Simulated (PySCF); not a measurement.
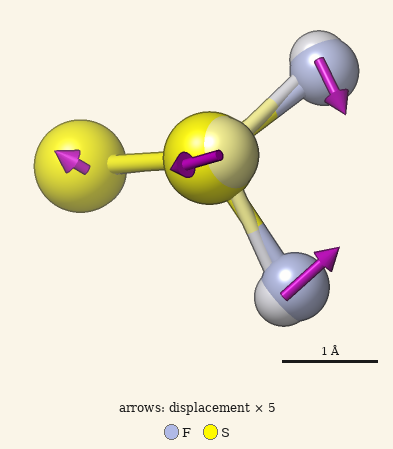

This is a relaxation of S$_{2}$F$_{2}$. The starting structure is drawn faded, the final one solid; purple arrows show the displacements, magnified 5 times. The two geometries are superimposed by the best rigid fit.

A ball-and-stick model, seen at a tilt.

The start comes from MMFF94s. Its atoms were then displaced at random by about 0.03 Å.

The calculation used PBE0-D3(BJ)/def2-SVP geometry optimisation, gas phase in PySCF. 

Q: What did the optimiser do to the structure, and how much energy did it gain?

A: An F atom moves most after the best rigid fit: 0.16 Å. Largest moves by element: F 0.16 Å, S 0.15 Å. Among the contacts that change: S–S 1.991 → 1.873 Å, F–S 1.658 → 1.632 Å. Among the angles between lasting bonds that change: F–S–S 96.2° → 108.0°, F–S–F 103.0° → 91.8°, F–S–S 99.9° → 108.0°. The energy falls by 48.4 kJ/mol in 5 geometry steps. Cost: 11 s on 1 thread of Arm Neoverse N1, with other jobs on the host.
